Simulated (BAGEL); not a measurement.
# C2H2FSi (SMILES C#C[SiH]F): UHF/3-21G (density fitting with qzvpp-jkfit)

What is the vertical doublet–quartet gap of C2H2FSi at UHF/3-21G (density fitting with qzvpp-jkfit)? 

The results are computed with BAGEL 1.2.2.

1 further run of the same task is left out (set aside as unsound or not needed). Runs told in other sessions of the task aren't counted.

**1. The molecule**

The species is C2H2FSi (6 atoms), meant as a doublet with charge 0. SMILES: `C#C[SiH]F`. Geometry: relaxed at PBE0-D4/def2-TZVP.

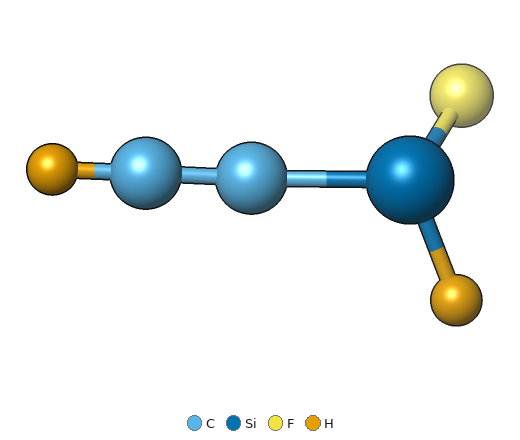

The structure, seen from a chosen angle (carbon blue, silicon blue, fluorine yellow, hydrogen amber).

**2. The energy at UHF/3-21G (density fitting with qzvpp-jkfit)**

File hf.json:

```json
{ "bagel" : [

{
  "title" : "molecule",
  "basis" : "3-21g",
  "df_basis" : "qzvpp-jkfit",
  "angstrom" : true,
  "geometry" : [
    { "atom" : "C", "xyz" : [    0.118100,   -0.680000,   -1.605700 ] },
    { "atom" : "C", "xyz" : [    0.120400,   -0.213700,   -0.490100 ] },
    { "atom" : "Si", "xyz" : [    0.338300,    0.466700,    1.168800 ] },
    { "atom" : "F", "xyz" : [   -0.478000,   -0.412300,    2.226800 ] },
    { "atom" : "H", "xyz" : [    0.100300,   -1.089200,   -2.590300 ] },
    { "atom" : "H", "xyz" : [   -0.157100,    1.864400,    1.244300 ] }
  ]
},
{ "title" : "uhf", "nopen" : 1 },
{ "title" : "print", "file" : "orbitals.molden", "orbitals" : true }

]}
```

Launch:

```
$ BAGEL_NUM_THREADS=1 BAGEL hf.json > hf.out
```

Log:

```text
* using 1 threads per process

  ===============================================================
  ===============================================================

  *** Geometry ***

  { "atom" : "C", "xyz" : [      0.223177,     -1.285014,     -3.034333 ] },
  { "atom" : "C", "xyz" : [      0.227523,     -0.403834,     -0.926155 ] },
  { "atom" : "Si", "xyz" : [      0.639294,      0.881935,      2.208712 ] },
  { "atom" : "F", "xyz" : [     -0.903289,     -0.779134,      4.208042 ] },
  { "atom" : "H", "xyz" : [      0.189540,     -2.058290,     -4.894958 ] },
  { "atom" : "H", "xyz" : [     -0.296876,      3.523205,      2.351386 ] },

  Number of auxiliary basis functions:      391

  Since a DF basis is specified, we compute 2- and 3-index integrals:
    o Being stored without compression. Storage requirement is 0.006 GB

  Number of basis functions:       44
  Number of electrons      :       37

    * METHOD: MOLECULE                             0.11

  *** Open-shell HF ***

  === Nuclear Repulsion ===
   130.5760007012

      * DIIS with orbital gradients will be used.

  === UHF iteration (3-21g) ===
      0       -462.60229853          0.05029110           0.04
      1       -462.71020838          0.02715053           0.04
      2       -462.73190047          0.01516086           0.04
      3       -462.74015641          0.00152234           0.04
      4       -462.74059461          0.00084826           0.04
      5       -462.74074451          0.00024823           0.04
      6       -462.74082560          0.00012040           0.04
      7       -462.74089572          0.00008568           0.04
      8       -462.74098446          0.00007326           0.04
      9       -462.74112167          0.00005916           0.04
     10       -462.74138521          0.00003446           0.04
     11       -462.74150841          0.00002442           0.04
     12       -462.74157464          0.00001610           0.04
     13       -462.74161819          0.00001363           0.04
     14       -462.74164777          0.00000875           0.04
     15       -462.74165637          0.00000682           0.04
     16       -462.74166298          0.00000569           0.04
     17       -462.74166828          0.00000488           0.04
     18       -462.74167258          0.00000309           0.05
     19       -462.74167280          0.00000144           0.04
     20       -462.74167279          0.00000093           0.04
     21       -462.74167287          0.00000062           0.04
     22       -462.74167288          0.00000018           0.04
     23       -462.74167288          0.00000008           0.04
     24       -462.74167288          0.00000007           0.04
     25       -462.74167288          0.00000004           0.04
     26       -462.74167288          0.00000003           0.04
     27       -462.74167288          0.00000002           0.04
     28       -462.74167288          0.00000001           0.04
    * SCF iteration converged.

    * S^2 (UHF) is 0.8580

    * Permanent dipole moment:
           (   -0.534189,    -0.217514,     0.756217) a.u.

    * METHOD: UHF                                  1.34

    * METHOD: PRINT                                0.00

  ===============================================================
```

Run time: 1.6 s. Hardware: 1 thread of Arm Neoverse V1, shared host; peak memory 0.082 GiB.

**3. The quartet at the same level**

File input.json:

```json
{ "bagel" : [

{
  "title" : "molecule",
  "basis" : "3-21g",
  "df_basis" : "qzvpp-jkfit",
  "angstrom" : "true",
  "geometry" : [
    { "atom" : "C", "xyz" : [    0.118100,   -0.680000,   -1.605700 ] },
    { "atom" : "C", "xyz" : [    0.120400,   -0.213700,   -0.490100 ] },
    { "atom" : "Si", "xyz" : [    0.338300,    0.466700,    1.168800 ] },
    { "atom" : "F", "xyz" : [   -0.478000,   -0.412300,    2.226800 ] },
    { "atom" : "H", "xyz" : [    0.100300,   -1.089200,   -2.590300 ] },
    { "atom" : "H", "xyz" : [   -0.157100,    1.864400,    1.244300 ] }
  ]
},
{ "title" : "uhf", "nopen" : 3 },
{ "title" : "print", "file" : "orbitals.molden", "orbitals" : "true" }

]}
```

Launch:

```
$ BAGEL_NUM_THREADS=1 BAGEL input.json > input.out
```

Log:

```text
* using 1 threads per process

  ===============================================================
  ===============================================================

  *** Geometry ***

  { "atom" : "C", "xyz" : [      0.223177,     -1.285014,     -3.034333 ] },
  { "atom" : "C", "xyz" : [      0.227523,     -0.403834,     -0.926155 ] },
  { "atom" : "Si", "xyz" : [      0.639294,      0.881935,      2.208712 ] },
  { "atom" : "F", "xyz" : [     -0.903289,     -0.779134,      4.208042 ] },
  { "atom" : "H", "xyz" : [      0.189540,     -2.058290,     -4.894958 ] },
  { "atom" : "H", "xyz" : [     -0.296876,      3.523205,      2.351386 ] },

  Number of auxiliary basis functions:      391

  Since a DF basis is specified, we compute 2- and 3-index integrals:
    o Being stored without compression. Storage requirement is 0.006 GB

  Number of basis functions:       44
  Number of electrons      :       37

    * METHOD: MOLECULE                             0.11

  *** Open-shell HF ***

  === Nuclear Repulsion ===
   130.5760007012

      * DIIS with orbital gradients will be used.

  === UHF iteration (3-21g) ===
      0       -462.40877774          0.04878730           0.04
      1       -462.52418700          0.02824256           0.05
      2       -462.55362576          0.01621751           0.04
      3       -462.56519993          0.00272061           0.04
      4       -462.56860658          0.00163625           0.04
      5       -462.57017766          0.00120609           0.05
      6       -462.57143493          0.00067619           0.04
      7       -462.57173111          0.00047934           0.04
      8       -462.57194126          0.00024607           0.04
      9       -462.57197573          0.00016532           0.05
     10       -462.57199894          0.00013605           0.04
     11       -462.57202252          0.00012393           0.04
     12       -462.57204836          0.00011338           0.04
     13       -462.57211857          0.00008594           0.04
     14       -462.57215369          0.00005960           0.04
     15       -462.57216519          0.00004510           0.04
     16       -462.57217237          0.00003191           0.04
     17       -462.57217998          0.00001984           0.04
     18       -462.57218264          0.00001324           0.04
     19       -462.57218460          0.00000840           0.04
     20       -462.57218519          0.00000559           0.04
     21       -462.57218528          0.00000487           0.04
     22       -462.57218534          0.00000440           0.04
     23       -462.57218539          0.00000397           0.04
     24       -462.57218540          0.00000390           0.04
     25       -462.57218541          0.00000386           0.04
     26       -462.57218542          0.00000380           0.04
     27       -462.57218543          0.00000359           0.05
     28       -462.57218545          0.00000324           0.04
     29       -462.57218550          0.00000232           0.04
     30       -462.57218554          0.00000111           0.04
     31       -462.57218554          0.00000069           0.04
     32       -462.57218554          0.00000040           0.04
     33       -462.57218554          0.00000031           0.04
     34       -462.57218554          0.00000025           0.04
     35       -462.57218554          0.00000019           0.04
     36       -462.57218554          0.00000014           0.04
     37       -462.57218554          0.00000010           0.04
     38       -462.57218554          0.00000008           0.05
     39       -462.57218554          0.00000007           0.05
     40       -462.57218554          0.00000006           0.05
     41       -462.57218554          0.00000006           0.05
     42       -462.57218554          0.00000005           0.04
     43       -462.57218554          0.00000004           0.04
     44       -462.57218554          0.00000003           0.05
     45       -462.57218554          0.00000002           0.05
     46       -462.57218554          0.00000001           0.04
     47       -462.57218554          0.00000001           0.04
    * SCF iteration converged.

    * S^2 (UHF) is 3.8015

    * Permanent dipole moment:
           (   -0.512434,    -0.164822,     0.911557) a.u.

    * METHOD: UHF                                  2.23

    * METHOD: PRINT                                0.00

  ===============================================================
```

It took 2.5 s on 1 thread of Arm Neoverse V1, shared host; peak memory 0.082 GiB.

**4. Outcome**

At UHF/3-21G (density fitting with qzvpp-jkfit):

| quantity | value |
| --- | --- |
| doublet: total energy | -462.74167 Eh |
| doublet: dipole moment | 2.42 D |
| doublet: ⟨S²⟩ | 0.858 |
| quartet: total energy | -462.57219 Eh |
| quartet: dipole moment | 2.69 D |
| quartet: ⟨S²⟩ | 3.801 |
| vertical energy of the quartet above the doublet | 4.612 eV |

What this shows: At this shape the quartet lies 4.61 eV (445 kJ/mol) above the doublet. ⟨S²⟩ (doublet) is 0.86 where a pure doublet has 0.75: the reference is spin-contaminated.
